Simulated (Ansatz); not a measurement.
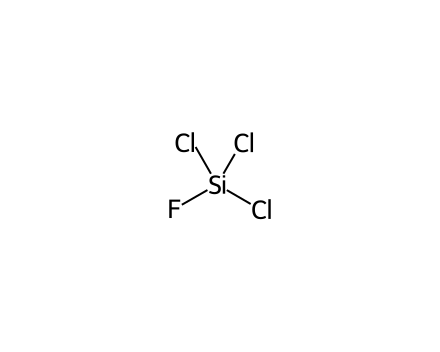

Source: calculation with Ansatz.

Skeletal drawing of a molecule.

Q: Give its SMILES.

A: F[Si](Cl)(Cl)Cl

Q: What is the molecular formula?

A: SiCl3F.

Q: An optimisation with PBE0-D4/def2-TZVP gave a structure of which point group?

A: C3v.
